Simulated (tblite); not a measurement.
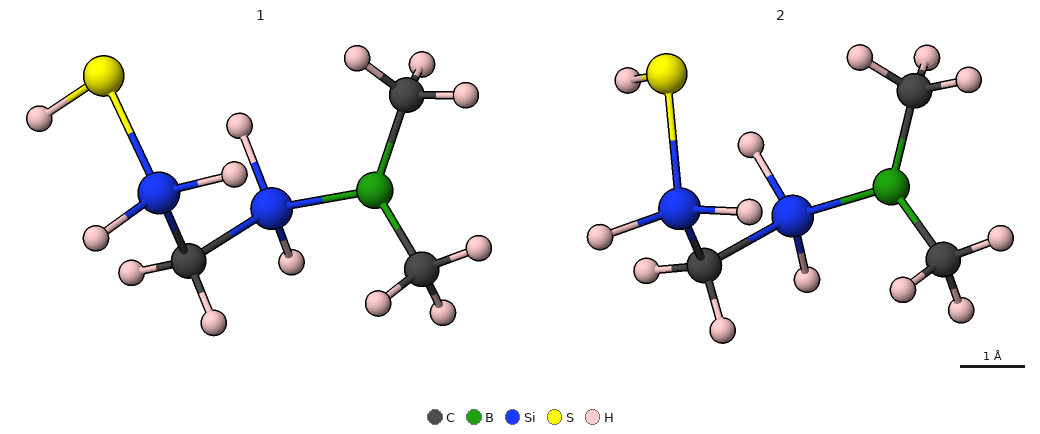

Two geometries of C₃H₁₃BSSi₂, drawn at one scale. One is the start of a relaxation, the other its converged end. The picture is a ball-and-stick view, seen face on.

The calculation used GFN2-xTB geometry optimisation, gas phase in tblite. 

### Which of the two is the end point?

Structure 2 is the relaxed one. After 119 geometry steps the energy has fallen by 36.2 kJ/mol. The atom that moves furthest after the best rigid fit is an H atom (1.23 Å). Largest moves by element: H 1.23 Å, S 0.80 Å, Si 0.27 Å, C 0.21 Å, B 0.08 Å. Near-neighbour distances that change, for instance: H–S 1.403 → 1.323 Å, C–Si 1.867 → 1.932 Å, C–H 1.118 → 1.089 Å, B–C 1.599 → 1.571 Å. Among the angles between lasting bonds that change: B–Si–H 109.1° → 116.8°, B–Si–H 109.1° → 116.5°, S–Si–H 109.5° → 102.4°. Groups turn about S–Si by about 20°. Cost: 0.95 s on 1 thread of Arm Neoverse V2 (shared host).
